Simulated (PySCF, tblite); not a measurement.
# C5H11BFN: geometry, infrared bands and NMR shifts

What infrared bands and NMR shifts should C5H11BFN (`C#[N+][B@H-](CF)C(C)C`) show?

Programs: tblite 0.8.0 and PySCF 2.14.0, with density-fitted response routines of our own. Each step states its level of theory. These are calculated values for one molecule in the gas phase, unless marked as measured. Atoms are numbered from 0 throughout.

### Step 1. Starting geometry

19 atoms, charge 0, multiplicity 1; geometry from: force field or distance geometry start.

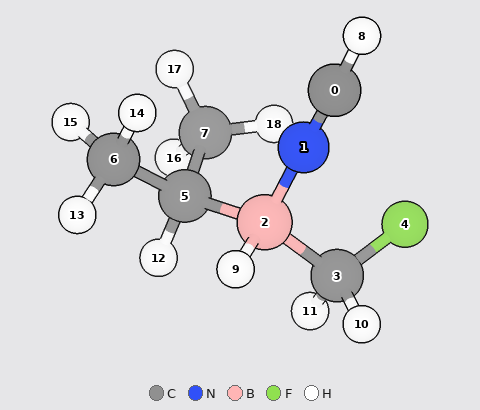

As it starts; carbon grey, nitrogen blue, boron pink, fluorine green, hydrogen white, atoms numbered.

### Step 2. Optimising the geometry with GFN2-xTB

Job settings and geometry (Å):

```
{"job": {"kind": "relax", "xc": "GFN2-xTB", "basis": "xTB"}, "charge": 0, "multiplicity": 1}
C      1.593900     1.853500     1.205700
N      1.201800     0.844100     0.803400
B      0.733200    -0.469000     0.337900
C      1.727300    -1.034000    -0.772800
F      2.369800    -0.023200    -1.427700
C     -0.793400    -0.439500    -0.123600
C     -1.675400    -0.117700     1.054500
C     -1.096700     0.523700    -1.222600
H      1.926900     2.805900     1.566000
H      0.780500    -1.234700     1.269800
H      2.505000    -1.622300    -0.208200
H      1.213600    -1.721600    -1.453500
H     -1.051400    -1.493500    -0.407000
H     -1.822000    -1.061000     1.645900
H     -1.274600     0.718100     1.688100
H     -2.642400     0.236100     0.654100
H     -1.745500    -0.030100    -1.966700
H     -1.736200     1.366600    -0.900200
H     -0.224100     0.907900    -1.750400
```

Command:

```bash
> OMP_NUM_THREADS=1 python probes_run.py task.json out
```

This one command runs all jobs of the session in turn.

Output:

```text
step      E/eV     max force
  0    -683.71909    2.510
  1    -683.92520    0.804
  2    -683.97620    2.972
  3    -684.04540    1.501
  4    -684.10675    0.815
  5    -684.16491    0.335
  6    -684.18045    0.321
  7    -684.19663    0.238
  8    -684.20579    0.213
  9    -684.21291    0.196
 10    -684.21782    0.145
 11    -684.22236    0.172
 12    -684.22726    0.193
 13    -684.23357    0.222
 14    -684.24141    0.240
 15    -684.25016    0.210
 16    -684.25853    0.226
 17    -684.26617    0.204
 18    -684.27374    0.215
 19    -684.28160    0.211
 20    -684.29008    0.260
 21    -684.29942    0.239
 22    -684.30876    0.210
 23    -684.31669    0.194
 24    -684.32240    0.170
 25    -684.32685    0.166
 26    -684.33170    0.210
 27    -684.33746    0.227
 28    -684.34292    0.176
 29    -684.34628    0.184
 30    -684.34902    0.142
 31    -684.35107    0.117
 32    -684.35377    0.105
 33    -684.35543    0.105
 34    -684.35764    0.097
 35    -684.35960    0.100
 36    -684.36234    0.107
 37    -684.36550    0.152
 38    -684.36851    0.131
 39    -684.37105    0.129
 40    -684.37366    0.132
 41    -684.37665    0.176
 42    -684.37967    0.181
 43    -684.38221    0.130
 44    -684.38430    0.119
 45    -684.38554    0.214
 46    -684.38799    0.149
 47    -684.39028    0.109
 48    -684.39375    0.135
 49    -684.39558    0.124
 50    -684.39740    0.118
 51    -684.39888    0.078
 52    -684.40006    0.121
 53    -684.40104    0.117
 54    -684.40170    0.082
 55    -684.40212    0.043
 56    -684.40242    0.046
 57    -684.40281    0.069
 58    -684.40320    0.066
 59    -684.40349    0.035
 60    -684.40363    0.032
 61    -684.40374    0.034
 62    -684.40390    0.052
 63    -684.40413    0.056
 64    -684.40437    0.038
 65    -684.40457    0.029
 66    -684.40473    0.036
 67    -684.40489    0.048
 68    -684.40506    0.041
 69    -684.40520    0.020
 70    -684.40530    0.024
 71    -684.40541    0.031
 72    -684.40554    0.040
 73    -684.40571    0.034
 74    -684.40588    0.024
 75    -684.40602    0.031
 76    -684.40615    0.032
 77    -684.40630    0.031
 78    -684.40649    0.030
 79    -684.40669    0.033
 80    -684.40686    0.031
 81    -684.40697    0.029
 82    -684.40705    0.016
 83    -684.40710    0.015
 84    -684.40716    0.020
 85    -684.40721    0.024
 86    -684.40726    0.015
 87    -684.40730    0.015
 88    -684.40733    0.015
 89    -684.40737    0.022
 90    -684.40741    0.022
 91    -684.40745    0.013
 92    -684.40749    0.013
 93    -684.40753    0.014
 94    -684.40757    0.016
 95    -684.40760    0.012
 96    -684.40762    0.011
 97    -684.40764    0.012
 98    -684.40765    0.011
 99    -684.40767    0.010
100    -684.40768    0.011
101    -684.40770    0.013
102    -684.40772    0.013
103    -684.40774    0.014
104    -684.40777    0.010
```

Run time: 0.55 s. Hardware: 1 thread of Arm Neoverse V2, shared host; peak memory 0.18 GiB.

Along the way: (not every step is listed)

| step | energy from step 0 (eV) | largest force (eV/Å) |
| --- | --- | --- |
| 0 | 0.0000 | 2.5103 |
| 1 | -0.2061 | 0.8043 |
| 2 | -0.2571 | 2.9719 |
| 3 | -0.3263 | 1.5007 |
| 4 | -0.3877 | 0.8149 |
| 5 | -0.4458 | 0.3351 |
| 6 | -0.4614 | 0.3205 |
| 7 | -0.4775 | 0.2379 |
| 8 | -0.4867 | 0.2129 |
| 17 | -0.5471 | 0.2038 |
| 26 | -0.6126 | 0.2096 |
| 35 | -0.6405 | 0.0996 |
| 44 | -0.6652 | 0.1189 |
| 53 | -0.6819 | 0.1166 |
| 62 | -0.6848 | 0.0521 |
| 71 | -0.6863 | 0.0313 |
| 80 | -0.6878 | 0.0312 |
| 89 | -0.6883 | 0.0218 |
| 98 | -0.6886 | 0.0112 |
| 99 | -0.6886 | 0.0105 |
| 100 | -0.6886 | 0.0114 |
| 101 | -0.6886 | 0.0129 |
| 102 | -0.6886 | 0.0134 |
| 103 | -0.6886 | 0.0138 |
| 104 | -0.6887 | 0.0095 |

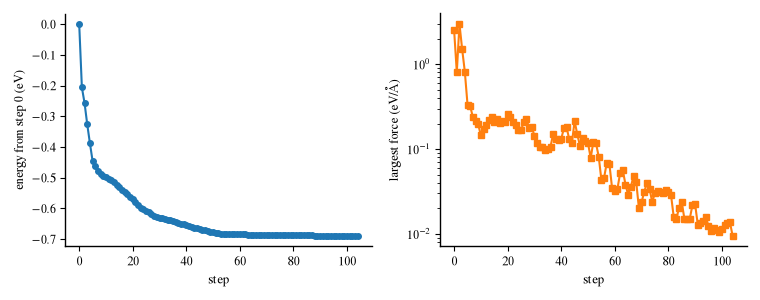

Energy and largest force along the relaxation.

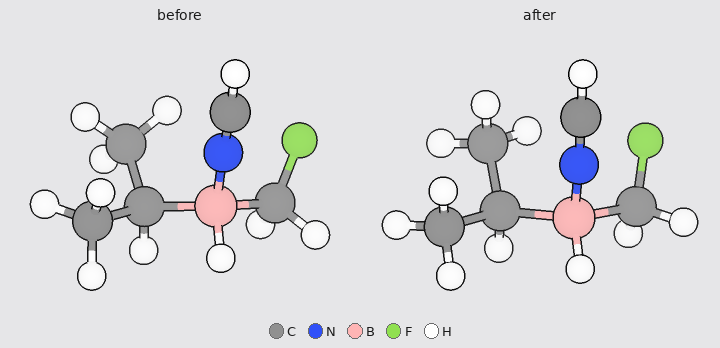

Before and after, at one scale.

Distances of close pairs at the start and the end, largest changes first:

| bond | before (Å) | after (Å) | change (Å) |
| --- | --- | --- | --- |
| B2–C5 | 1.595 | 1.658 | +0.063 |
| B2–C3 | 1.594 | 1.650 | +0.056 |
| C7–H16 | 1.132 | 1.090 | -0.042 |
| C6–H13 | 1.123 | 1.087 | -0.036 |
| C5–C7 | 1.492 | 1.527 | +0.035 |
| C6–H14 | 1.123 | 1.089 | -0.033 |
| C3–H10 | 1.127 | 1.095 | -0.032 |
| C5–H12 | 1.122 | 1.095 | -0.026 |

The next job starts from the end point, and lists it.

### Step 3. Harmonic vibrations with GFN2-xTB

Job settings and geometry (Å):

```
{"job": {"kind": "ir", "xc": "GFN2-xTB", "basis": "xTB"}, "charge": 0, "multiplicity": 1}
C      1.428984     1.791517     1.102802
N      1.150346     0.695183     0.908836
B      0.731451    -0.613218     0.454194
C      1.811801    -1.032743    -0.720217
F      2.120768     0.010445    -1.587407
C     -0.824097    -0.450137    -0.095533
C     -1.803558    -0.162012     1.042231
C     -0.983213     0.603861    -1.189113
H      1.694127     2.791979     1.293772
H      0.803881    -1.369050     1.367377
H      2.772088    -1.353622    -0.303822
H      1.419632    -1.837787    -1.347224
H     -1.094709    -1.420280    -0.525633
H     -1.747363    -0.936034     1.803638
H     -1.581622     0.795583     1.511858
H     -2.826824    -0.123309     0.669564
H     -1.998385     0.595373    -1.585742
H     -0.786536     1.601287    -0.796335
H     -0.296575     0.422216    -2.010709
```

Output:

```text
mode    cm-1     km/mol
  1      48.6      0.68
  2      68.3      7.37
  3      99.7     15.38
  4     124.8      6.55
  5     184.8      1.54
  6     215.4      0.35
  7     236.4      0.54
  8     262.9      0.63
  9     300.2      4.52
 10     317.8      1.03
 11     401.8      1.20
 12     494.8      6.23
 13     563.7     11.12
 14     606.4     27.78
 15     635.3     35.06
 16     696.5      6.94
 17     795.1     11.95
 18     840.4     13.24
 19     900.5     18.05
 20     947.8      2.14
 21     955.0      1.56
 22     985.9      4.13
 23     988.3      8.13
 24    1006.9     30.48
 25    1032.7     39.89
 26    1091.4      1.96
 27    1148.7      2.90
 28    1179.9      8.34
 29    1217.1      6.60
 30    1270.3     34.76
 31    1296.2     23.21
 32    1320.1      1.98
 33    1411.0      0.81
 34    1425.1      0.68
 35    1458.6      2.07
 36    1503.9      0.17
 37    1509.8      1.27
 38    1514.5      1.63
 39    1517.4      2.06
 40    2232.0    259.67
 41    2477.7    123.42
 42    2928.6     41.17
 43    2936.9     63.82
 44    2959.5     49.42
 45    2995.9     18.55
 46    3001.3    112.92
 47    3006.5      6.85
 48    3013.7     90.89
 49    3037.3     46.16
 50    3058.1     21.91
 51    3349.7    176.10
```

It took 0.51 s on 1 thread of Arm Neoverse V2, shared host; peak memory 0.18 GiB.

The strongest bands and the atoms that carry them (share of the mass-weighted mode):

| cm⁻¹ | km/mol | atoms |
| --- | --- | --- |
| 2232 | 259.7 | N1 51 %, C0 39 %, H8 10 % |
| 2478 | 123.4 | H9 93 % |
| 2937 | 63.8 | H10 86 % |
| 2960 | 49.4 | H11 88 % |
| 3001 | 112.9 | H15 57 %, H14 17 % |
| 3014 | 90.9 | H14 44 %, H17 21 %, H15 18 %, H16 11 % |
| 3037 | 46.2 | H13 91 % |
| 3350 | 176.1 | H8 86 %, C0 14 % |

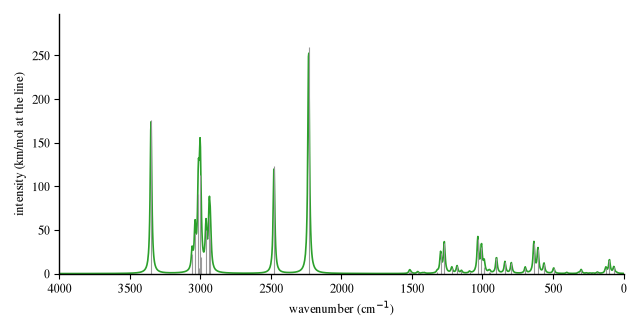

The infrared spectrum from these modes, unscaled. Lines are broadened to a width of 14 cm⁻¹ (Lorentzian).

### Step 4. NMR shieldings: PBE0/pcSseg-1

Settings changed since step 3:

```diff
@@ -1,2 +1,2 @@
-{"job": {"kind": "ir", "xc": "GFN2-xTB", "basis": "xTB"}, "charge": 0, "multiplicity": 1}
+{"job": {"kind": "nmr", "xc": "PBE0", "basis": "pcSseg-1"}, "charge": 0, "multiplicity": 1}
 C      1.428984     1.791517     1.102802
```

With the program's defaults for keys left out, this is: GIAO PBE0/pcSseg-1 NMR shielding, non-relativistic, gas phase.

Output:

```text
coarse grid: 15488 points
cycle   1  E = -375.9018106024  dE =  8.554e-01  |g| = 6.822e-01  |ddm| = 3.636e+00
cycle   2  E = -375.6310991589  dE =  2.707e-01  |g| = 1.263e+00  |ddm| = 1.709e+00
cycle   3  E = -376.0130641820  dE = -3.820e-01  |g| = 2.352e-01  |ddm| = 1.124e+00
cycle   4  E = -376.0226978588  dE = -9.634e-03  |g| = 9.639e-02  |ddm| = 1.865e-01
cycle   5  E = -376.0243526560  dE = -1.655e-03  |g| = 2.783e-02  |ddm| = 6.827e-02
cycle   6  E = -376.0245350851  dE = -1.824e-04  |g| = 6.461e-03  |ddm| = 2.456e-02
cycle   7  E = -376.0245434960  dE = -8.411e-06  |g| = 1.636e-03  |ddm| = 5.894e-03
final grid: 148936 points
cycle   8  E = -376.0767137005  dE = -6.678e-05  |g| = 8.216e-03  |ddm| = 3.335e-02
cycle   9  E = -376.0767006561  dE =  1.304e-05  |g| = 1.120e-02  |ddm| = 1.587e-02
cycle  10  E = -376.0767286260  dE = -2.797e-05  |g| = 3.340e-03  |ddm| = 9.390e-03
cycle  11  E = -376.0767310328  dE = -2.407e-06  |g| = 5.181e-04  |ddm| = 2.044e-03
cycle  12  E = -376.0767310837  dE = -5.092e-08  |g| = 1.780e-04  |ddm| = 4.620e-04
cycle  13  E = -376.0767310902  dE = -6.499e-09  |g| = 4.520e-05  |ddm| = 1.661e-04
cycle  14  E = -376.0767310907  dE = -4.559e-10  |g| = 9.701e-06  |ddm| = 5.123e-05
converged SCF energy = -376.0767310907

GIAO shielding tensors (ppm)
atom      isotropic    diamagn.    paramagn.     s11        s22        s33       span
  0 C       75.235     264.321    -189.087     -0.523      2.496    223.732    224.255
  1 N       30.968     327.259    -296.291   -133.369   -121.965    348.237    481.605
  2 B      128.921     186.603     -57.682    120.057    132.190    134.515     14.458
  3 C       98.799     244.050    -145.251     52.836     84.117    159.445    106.608
  4 F      465.077     475.125     -10.048    415.357    476.975    502.900     87.543
  5 C      159.800     246.757     -86.957    151.114    163.068    165.218     14.104
  6 C      162.550     247.186     -84.636    142.417    156.871    188.363     45.946
  7 C      167.877     248.640     -80.763    152.684    161.661    189.286     36.602
  8 H       27.482      30.275      -2.793     22.905     23.588     35.953     13.048
  9 H       29.957      29.879       0.078     27.791     28.779     33.301      5.511
 10 H       26.905      28.127      -1.223     21.528     27.100     32.087     10.559
 11 H       27.045      29.747      -2.702     22.980     27.085     31.070      8.091
 12 H       30.522      32.739      -2.217     26.668     28.729     36.169      9.501
 13 H       30.498      29.970       0.528     25.982     27.834     37.679     11.697
 14 H       31.107      31.514      -0.406     27.184     30.639     35.499      8.315
 15 H       30.693      29.988       0.705     26.293     28.236     37.551     11.258
 16 H       30.713      30.868      -0.156     26.361     28.169     37.608     11.247
 17 H       31.334      33.068      -1.734     27.889     30.807     35.306      7.417
 18 H       30.289      31.620      -1.331     24.421     29.653     36.794     12.372
```

Run time: 30 s. Hardware: 1 thread of Arm Neoverse V2, shared host; peak memory 0.85 GiB.

Shifts follow as δ = σ(reference) − σ, with reference shieldings (ppm) from runs at the same level and on the same kind of geometry: 1H TMS 31.72, 13C TMS 186.9, 19F CFCl3 170.9, 15N NH3 267.7, 11B BF3·OEt2 100.1. The references are single molecules in the gas phase, so shifts against H2O, NH3, PH3, H3PO4 or CFCl3 are not on the usual liquid scales and can be off by tens of ppm. Atoms listed in one row are averaged.

| atoms | environment | σ (ppm) | δ (ppm) | δ scaled to CDCl3 |
| --- | --- | --- | --- | --- |
| C0 | nitrilium-type carbon | 75.2 | 111.7 | 107.1 |
| C3 | sp3 CH2 bonded to B and F | 98.8 | 88.1 | 84.1 |
| C5 | sp3 CH bonded to B | 159.8 | 27.1 | 24.6 |
| C6 | methyl carbon | 162.6 | 24.4 | 21.9 |
| C7 | methyl carbon | 167.9 | 19.0 | 16.7 |
| H10 | hydrogen on an sp3 CH2 bonded to B and F | 26.90 | 4.81 | 4.64 |
| H11 | hydrogen on an sp3 CH2 bonded to B and F | 27.05 | 4.67 | 4.51 |
| H8 | hydrogen on a nitrilium-type carbon | 27.48 | 4.24 | 4.10 |
| H9 | hydrogen on a boron bonded to 2 C, N | 29.96 | 1.76 | – |
| H12 | hydrogen on an sp3 CH bonded to B | 30.52 | 1.20 | 1.23 |
| H13, H14, H15 | hydrogen on a methyl carbon | 30.77 | 0.95 | 1.00 |
| H16, H17, H18 | hydrogen on a methyl carbon | 30.78 | 0.94 | 0.99 |
| N1 | donor nitrogen of a Lewis adduct | 31.0 | 236.8 | – |
| B2 | boron bonded to 2 C, N, H | 128.9 | -28.9 | – |
| F4 | fluorine on an sp3 carbon | 465.1 | -294.1 | – |

The scaled column applies a straight-line fit of computed shieldings to shifts measured in CDCl3, and one for carbons that bear F (root-mean-square error 0.16 ppm for H, 1.9 ppm for C).

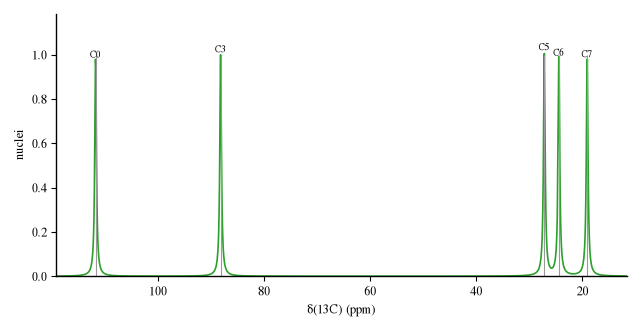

13C lines at the computed shifts, without couplings. Lines are broadened to a width of 0.37 ppm (Lorentzian).

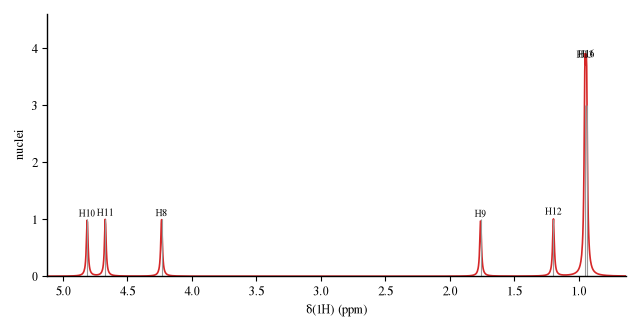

1H lines at the computed shifts, without couplings. Lines are broadened to a width of 0.02 ppm (Lorentzian).

The run also stored atomic charges by several schemes (e):

| atoms | Mulliken | IAO | Hirshfeld | ESP fit |
| --- | --- | --- | --- | --- |
| C0 | 0.18 | 0.04 | 0.16 | -0.11 |
| N1 | -0.18 | 0.09 | 0.03 | 0.18 |
| B2 | 0.28 | -0.12 | 0.00 | -0.18 |
| C3 | -0.02 | -0.07 | -0.05 | 0.04 |
| F4 | -0.37 | -0.35 | -0.14 | -0.27 |
| C5 | -0.51 | -0.19 | -0.08 | 0.51 |
| C6 | -0.22 | -0.41 | -0.13 | -0.61 |
| C7 | -0.23 | -0.41 | -0.13 | -0.50 |

Hirshfeld charges:

C0 0.16; N1 0.03; B2 0.00; C3 -0.05; F4 -0.14; C5 -0.08; C6 -0.13; C7 -0.13; H8 0.15; H9 -0.07; H10 0.02; H11 0.04; H12 0.03; H13 0.03; H14 0.02; H15 0.03; H16 0.03; H17 0.02; H18 0.03

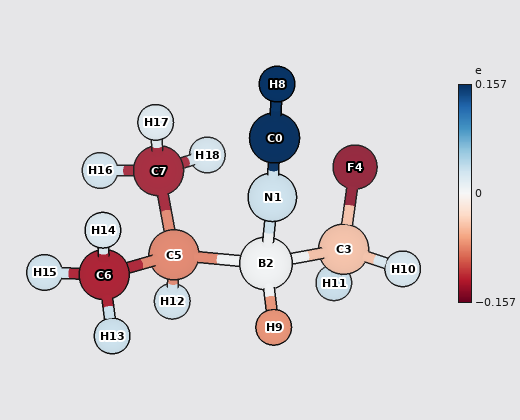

Hirshfeld charges, as colours on the atoms.

Mayer bond orders: C0–N1 2.62, N1–B2 0.68, B2–C3 0.88, C3–F4 0.81, B2–C5 0.85, C5–C6 1.05, C5–C7 1.04.

### Step 5. Results

| quantity | value |
| --- | --- |
| strongest single infrared mode (GFN2-xTB) | 2232 cm⁻¹, 260 km/mol |
| zero-point energy (GFN2-xTB) | 96.6 kcal/mol |
| 13C shifts against TMS (PBE0/pcSseg-1) | 111.7, 88.1, 27.1, 24.4, 19.0 ppm |
| 1H shifts against TMS (PBE0/pcSseg-1, means over atoms taken as alike) | 4.81, 4.67, 4.24, 1.76, 1.20, 0.95, 0.94 ppm |
| 15N shifts against NH3 (PBE0/pcSseg-1) | 236.8 ppm |
| 11B shifts against BF3·OEt2 (PBE0/pcSseg-1) | -28.9 ppm |
| 19F shifts against CFCl3 (PBE0/pcSseg-1) | -294.1 ppm |

What this shows: Over 104 steps the energy fell by 0.689 eV; of the close pairs, B2–C5 changed most, 1.595 to 1.658 Å. No mode is imaginary among the 51: a minimum at this level. The strongest single mode, at 2232 cm⁻¹, moves mainly N1 and C0. GFN2-xTB is a fitted tight-binding method: band positions and strengths are rough. Its intensities can rank the bands wrongly. At PBE0/pcSseg-1: The widest tensor belongs to N1: span 482 ppm, with a paramagnetic part of -296 ppm.
